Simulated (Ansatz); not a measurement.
**BF (triplet): one geometry, many settings**

What do other methods and options give for BF (triplet) at this geometry, and how long do they take?

Computed with Ansatz 0.2.0, Gaussian basis. Level: the settings change from run to run.

7 further runs of the same task are left out: 1 that didn't finish, 6 set aside as unsound or not needed.

**1. The system**

The geometry is a PBE0/def2-TZVP stationary point (not a proven minimum) of the parent state, kept for this charge and spin.

2 atoms, charge 0, spin multiplicity 3.

Atoms are counted from 1 here; the program's logs count them from 0.

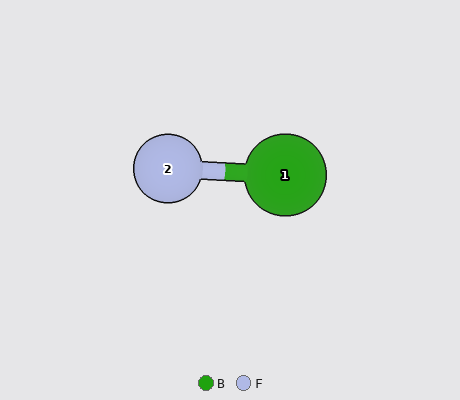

The structure; boron green, fluorine light blue; atoms are numbered from 1 in the order of the file.

**2. CASSCF(2,4)/6-31G**

in.yaml reads:

```yaml
crystal:
  periodic: [false, false, false]
  atoms:
    - {symbol: B, position_ang: [0.000000, 0.000000, 0.000000]}
    - {symbol: F, position_ang: [0.000000, 0.000000, 1.263100]}
basis:
  gaussian: {orbitals: 6-31G, point_charges: [{charge: -1.00, position_ang: [3.176, 0.580, -0.866]}]}
magnetization: {spin_polarized: false, initial_magnetization: 2}
correlation: {active_space: {window: {electrons: 2, orbitals: 4}}}
output: {forces: true}
```

Command:

```sh
ansatz run in.yaml --threads 1 --pin off --events-out ev --progress --plain --max-ram 2393MiB
```

What it wrote:

```text
Functional definition: HF
  name "HF"
  cite "Fock, Z. Phys. 61, 126 (1930) doi:10.1007/BF01340294"
  parent pbe
  exchange = exact_x
  correlation = 0
201 factors; integrals over basis functions are off by at most 1.2e-4 eV
mean field evaluation 1: about -3372.0357 eV, gradient 1.8e1 eV
mean field evaluation 2: about -3372.0402 eV, gradient 1.8e1 eV
mean field evaluation 4: about -3373.5878 eV, gradient 2.1e0 eV
mean field evaluation 8: about -3373.6048 eV, gradient 8.7e-2 eV
mean field evaluation 16: about -3373.5678 eV, gradient 1.5e0 eV
mean field evaluation 32: about -3373.3061 eV, gradient 3.0e-1 eV
mean field -3373.60487149 eV, -123.9776923159 hartree, gradient 1.3e-6 eV, S^2 2.000000; 5 other end points of the search recorded, 0 dependent functions left out
reference -3373.60487149 eV, -123.9776923159 hartree; 8, 6 occupied and 10, 12 virtual orbitals, 201 factors
state -3373.65249298 eV, -123.9794423732 hartree
the calculation of the forces begins
Total energy: -3373.65249298 eV, -123.9794423732 hartree
Atom 0 at     0.000000     0.000000     0.000000 Å, force     0.376636     0.068781    -5.910696 eV/Å
Atom 1 at     0.000000     0.000000     1.263100 Å, force    -0.067346    -0.012299     5.853146 eV/Å
Dipole moment:     0.104387     0.019063    -0.315211 e Å
```

Run time: 1.2 s. Hardware: 1 thread of AMD EPYC, shared host.

From the report: 16 determinants; active occupations 1.00, 1.00, 0.00, 0.00.

**3. BCCD/STO-3G**

in.yaml reads:

```yaml
crystal:
  periodic: [false, false, false]
  atoms:
    - {symbol: B, position_ang: [0.000000, 0.000000, 0.000000]}
    - {symbol: F, position_ang: [0.000000, 0.000000, 1.263100]}
basis:
  gaussian: {orbitals: STO-3G}
magnetization: {spin_polarized: true, initial_magnetization: 2}
hamiltonian: {xc: {name: PBE0}}
correlation: {method: bccd, electrons: outside_noble_gas}
output: {forces: true}
```

Same command.

What it wrote, cut to the lines that bear on the results:

```text
Functional definition: PBE0
  name "PBE0"
  cite "Adamo & Barone, J. Chem. Phys. 110, 6158 (1999) doi:10.1063/1.478522"
  cite "Perdew, Burke & Ernzerhof, Phys. Rev. Lett. 77, 3865 (1996) doi:10.1103/PhysRevLett.77.3865"
  parent pbe
[...]
134 factors; integrals over basis functions are off by at most 3.8e-5 eV
[...]
mean field -3336.95791812 eV, -122.6309416197 hartree, gradient 7.5e-6 eV, S^2 2.007247; 0 other end points of the search recorded, 0 dependent functions left out
2 core orbitals not correlated: weight in the atoms' cores, before any rotation towards them, 1.000 or more for the frozen orbitals, at most 0.000 for the correlated occupied ones
reference -3326.77326514 eV, -122.2566625259 hartree; 6, 4 occupied and 2, 4 virtual orbitals, 134 factors
second order -1.29257533 eV of doubles, -0.21230028 eV of singles
cycle   1  -1.27595615 eV  change    2.0e-1 eV  update   8.4e-2
[...]
cycle  12  -1.42962684 eV  change   -7.8e-7 eV  update   1.1e-6
[...]
Total energy: -3328.20289198 eV, -122.3092003434 hartree
Atom 0 at     0.000000     0.000000     0.000000 Å, force    -0.000000     0.000000    -3.781473 eV/Å
Atom 1 at     0.000000     0.000000     1.263100 Å, force    -0.000000    -0.000000     3.781473 eV/Å
Dipole moment:    -0.000000     0.000000    -0.041560 e Å
```

It took 2.2 s on 1 thread of AMD EPYC, shared host.

From the report: ⟨S²⟩ of the determinant 2.007 (pure triplet: 2.00); correlation -1.4296 eV; largest double amplitude 0.07.

**4. MRCISD+Q(relaxed)(6,4)/6-31G**

in.yaml reads:

```yaml
crystal:
  periodic: [false, false, false]
  atoms:
    - {symbol: B, position_ang: [0.000000, 0.000000, 0.000000]}
    - {symbol: F, position_ang: [0.000000, 0.000000, 1.263100]}
basis:
  gaussian: {orbitals: 6-31G}
magnetization: {spin_polarized: false, initial_magnetization: 2}
correlation: {method: fic_mrcisd_q_relaxed, electrons: outside_noble_gas, active_space: {window: {electrons: 6, orbitals: 4}, states: [{multiplicity: 3, weights: [0.5, 1, 1]}]}}
```

The command is unchanged.

What it wrote, cut to the lines that bear on the results:

```text
Functional definition: HF
  name "HF"
  cite "Fock, Z. Phys. 61, 126 (1930) doi:10.1007/BF01340294"
  parent pbe
[...]
346 factors; integrals over basis functions are off by at most 6.9e-8 eV
[...]
mean field -3373.23515109 eV, -123.9641053415 hartree, gradient 1.2e-6 eV, S^2 2.000000; 2 other end points of the search recorded, 0 dependent functions left out
reference -3373.23515109 eV, -123.9641053415 hartree; 8, 6 occupied and 10, 12 virtual orbitals, 346 factors
state -3370.97618778 eV, -123.8810899711 hartree
state -3365.36202846 eV, -123.6747734216 hartree
state -3365.05129727 eV, -123.6633542610 hartree
contracted CI cycle   1: correlation 0.00000000 eV, 0.0000000000 hartree, residual 2.33e1 eV
contracted CI cycle   2: correlation -5.42623715 eV, -0.1994105374 hartree, residual 4.60e0 eV
contracted CI cycle   3: correlation -5.80929540 eV, -0.2134876682 hartree, residual 1.32e0 eV
[...]
contracted CI cycle   5: correlation -3.49985297 eV, -0.1286172244 hartree, residual 5.34e-1 eV
contracted CI cycle   6: correlation -3.50755917 eV, -0.1289004221 hartree, residual 2.85e-1 eV
contracted CI cycle   7: correlation -3.51025258 eV, -0.1289994030 hartree, residual 1.81e-1 eV
contracted CI cycle   8: correlation -3.51108419 eV, -0.1290299641 hartree, residual 8.74e-2 eV
contracted CI cycle   9: correlation -3.51126602 eV, -0.1290366461 hartree, residual 3.79e-2 eV
contracted CI cycle  10: correlation -3.51129157 eV, -0.1290375851 hartree, residual 1.13e-2 eV
contracted CI cycle  11: correlation -3.51129373 eV, -0.1290376644 hartree, residual 3.65e-3 eV
contracted CI cycle  12: correlation -3.51129396 eV, -0.1290376730 hartree, residual 1.16e-3 eV
contracted CI cycle  13: correlation -3.51129399 eV, -0.1290376739 hartree, residual 4.45e-4 eV
state -3365.05129727 eV, -123.6633542610 hartree; corrected -3368.91222080 eV, -123.8052405838 hartree
Total energy: -3370.69067669 eV, -123.8705976323 hartree
```

It took 2.6 s on 1 thread of AMD EPYC, shared host.

From the report: 4 determinants; active occupations (of the averaged states) 1.80, 1.60, 1.59, 1.01.

**5. CCSDT on ROHF/6-31G**

in.yaml reads:

```yaml
crystal:
  periodic: [false, false, false]
  atoms:
    - {symbol: B, position_ang: [0.000000, 0.000000, 0.000000]}
    - {symbol: F, position_ang: [0.000000, 0.000000, 1.263100]}
basis:
  gaussian: {orbitals: 6-31G}
magnetization: {spin_polarized: false, initial_magnetization: 2}
correlation: {method: ccsdt, electrons: valence}
accuracy: high
```

Launched as before.

What it wrote, cut to the lines that bear on the results:

```text
Functional definition: HF
  name "HF"
  cite "Fock, Z. Phys. 61, 126 (1930) doi:10.1007/BF01340294"
  parent pbe
[...]
353 factors; integrals over basis functions are off by at most 2.9e-9 eV
[...]
mean field -3373.23515110 eV, -123.9641053419 hartree, gradient 1.4e-8 eV, S^2 2.000000; 2 other end points of the search recorded, 0 dependent functions left out
[...]
2 core orbitals not correlated: weight in the atoms' cores, before any rotation towards them, 1.000 or more for the frozen orbitals, at most 0.000 for the correlated occupied ones
reference -3373.23515110 eV, -123.9641053419 hartree; 6, 4 occupied and 10, 12 virtual orbitals, 353 factors
second order -3.87937656 eV of doubles, -0.01953479 eV of singles
cycle   1  -3.80340454 eV  change    9.6e-2 eV  update   6.9e-2
[...]
cycle  25  -4.05899487 eV  change  -7.5e-10 eV  update  6.4e-10
Total energy: -3377.29414596 eV, -124.1132706519 hartree
```

Run time: 6.5 s. Hardware: 1 thread of AMD EPYC, shared host.

From the report: correlation -4.0590 eV; T1 0.020; largest double amplitude 0.04.

**6. CCSD on UHF/def2-SVPD**

in.yaml reads:

```yaml
crystal:
  periodic: [false, false, false]
  atoms:
    - {symbol: B, position_ang: [0.000000, 0.000000, 0.000000]}
    - {symbol: F, position_ang: [0.000000, 0.000000, 1.263100]}
basis:
  gaussian: {orbitals: def2-SVPD}
magnetization: {spin_polarized: true, initial_magnetization: 2}
correlation: {method: ccsd, electrons: valence, diis_vectors: 4}
accuracy: high
scf: {lower_state_search: off}
```

Launched as before.

What it wrote, cut to the lines that bear on the results:

```text
Functional definition: HF
  name "HF"
  cite "Fock, Z. Phys. 61, 126 (1930) doi:10.1007/BF01340294"
  parent pbe
[...]
775 factors; integrals over basis functions are off by at most 2.7e-9 eV
[...]
mean field -3371.95995757 eV, -123.9172428441 hartree, gradient 1.5e-8 eV, S^2 2.003065; 0 other end points of the search recorded, 0 dependent functions left out
2 core orbitals not correlated: weight in the atoms' cores, before any rotation towards them, 1.000 or more for the frozen orbitals, at most 0.000 for the correlated occupied ones
reference -3371.95995757 eV, -123.9172428441 hartree; 6, 4 occupied and 35, 37 virtual orbitals, 775 factors
second order -6.19186671 eV of doubles, -0.00000000 eV of singles
cycle   1  -6.15772225 eV  change    3.4e-2 eV  update   6.7e-2
[...]
cycle  23  -6.35672304 eV  change   3.9e-10 eV  update  9.9e-10
Total energy: -3378.31668061 eV, -124.1508481070 hartree
Checks for a lower state left out: stability, starts, cluster_reference, orbital_swaps, neighbouring_geometries, increment
```

Wall time 3.9 s (1 thread of AMD EPYC, shared host).

From the report: ⟨S²⟩ of the determinant 2.003 (pure triplet: 2.00); correlation -6.3567 eV; T1 0.017; largest double amplitude 0.02.

**7. MRCISD+Q(relaxed)(2,6)/def2-SVP**

in.yaml reads:

```yaml
crystal:
  periodic: [false, false, false]
  atoms:
    - {symbol: B, position_ang: [0.000000, 0.000000, 0.000000]}
    - {symbol: F, position_ang: [0.000000, 0.000000, 1.263100]}
basis:
  gaussian: {orbitals: def2-SVP}
magnetization: {spin_polarized: false, initial_magnetization: 2}
correlation: {method: fic_mrcisd_q_relaxed, electrons: outside_noble_gas, active_space: {window: {electrons: 2, orbitals: 6}, states: [{multiplicity: 3, weights: [1, 1]}], root: 0}}
```

The command is unchanged.

What it wrote, cut to the lines that bear on the results:

```text
Functional definition: HF
  name "HF"
  cite "Fock, Z. Phys. 61, 126 (1930) doi:10.1007/BF01340294"
  parent pbe
[...]
465 factors; integrals over basis functions are off by at most 1.1e-7 eV
[...]
mean field -3371.70699135 eV, -123.9079465070 hartree, gradient 3.0e-6 eV, S^2 2.000000; 2 other end points of the search recorded, 0 dependent functions left out
reference -3371.70699135 eV, -123.9079465070 hartree; 8, 6 occupied and 20, 22 virtual orbitals, 465 factors
state -3371.74954838 eV, -123.9095104491 hartree
state -3371.70206309 eV, -123.9077653968 hartree
contracted CI cycle   1: correlation 0.00000000 eV, 0.0000000000 hartree, residual 2.92e1 eV
contracted CI cycle   2: correlation -5.70441824 eV, -0.2096335037 hartree, residual 3.81e0 eV
contracted CI cycle   3: correlation -5.86303501 eV, -0.2154625627 hartree, residual 1.26e0 eV
[...]
contracted CI cycle   2: correlation -5.73819105 eV, -0.2108746316 hartree, residual 3.73e0 eV
contracted CI cycle   3: correlation -5.89752271 eV, -0.2167299622 hartree, residual 1.25e0 eV
contracted CI cycle   4: correlation -5.91596244 eV, -0.2174076096 hartree, residual 3.56e-1 eV
contracted CI cycle   5: correlation -5.91769654 eV, -0.2174713365 hartree, residual 1.09e-1 eV
contracted CI cycle   6: correlation -5.91784060 eV, -0.2174766306 hartree, residual 3.43e-2 eV
contracted CI cycle   7: correlation -5.91785362 eV, -0.2174771091 hartree, residual 8.92e-3 eV
contracted CI cycle   8: correlation -5.91785453 eV, -0.2174771426 hartree, residual 1.99e-3 eV
contracted CI cycle   9: correlation -5.91785458 eV, -0.2174771446 hartree, residual 6.60e-4 eV
contracted CI cycle  10: correlation -5.91785459 eV, -0.2174771448 hartree, residual 1.76e-4 eV
state -3371.70206309 eV, -123.9077653968 hartree; corrected -3377.94543579 eV, -124.1372051118 hartree
Total energy: -3377.95231554 eV, -124.1374579377 hartree
```

It took 7.5 s on 1 thread of AMD EPYC, shared host.

From the report: 18 determinants; active occupations (of the averaged states) 1.00, 0.50, 0.50, 0.00, 0.00, 0.00.

**8. The runs in one table**

Where basis and cores are those of an earlier FCI/6-31G run (-3377.3006 eV), and the state is the same kind, the miss against it is given.

```
                                                      level         correlated  functions  energy (eV)  from FCI (meV)   time
                  CASSCF(2,4)/6-31G (beside a point charge)                            18   -3373.6525                  1.2 s
                             BCCD/STO-3G (on PBE0 orbitals)  outside noble gas         10   -3328.2029                  2.2 s
      MRCISD+Q(relaxed)(6,4)/6-31G (mean of several states)  outside noble gas         18   -3370.6907                  2.6 s
                                        CCSDT on ROHF/6-31G            valence         18   -3377.2941             6.4  6.5 s
                                      CCSD on UHF/def2-SVPD            valence         43   -3378.3167                  3.9 s
MRCISD+Q(relaxed)(2,6)/def2-SVP (lowest root of an average)  outside noble gas         28   -3377.9523                  7.5 s
```

**9. What came out**

| quantity | value |
| --- | --- |
| runs | 6 |
| quickest | CASSCF(2,4)/6-31G (beside a point charge), 1.2 s |
| slowest | MRCISD+Q(relaxed)(2,6)/def2-SVP (lowest root of an average), 7.5 s |

What this shows: Total energies in different bases, with other cores or another treatment of relativity can't be set against each other. MRCISD+Q(relaxed)(2,6)/def2-SVP (lowest root of an average) took 6 times as long as CASSCF(2,4)/6-31G (beside a point charge); the jobs differ in more than the method.
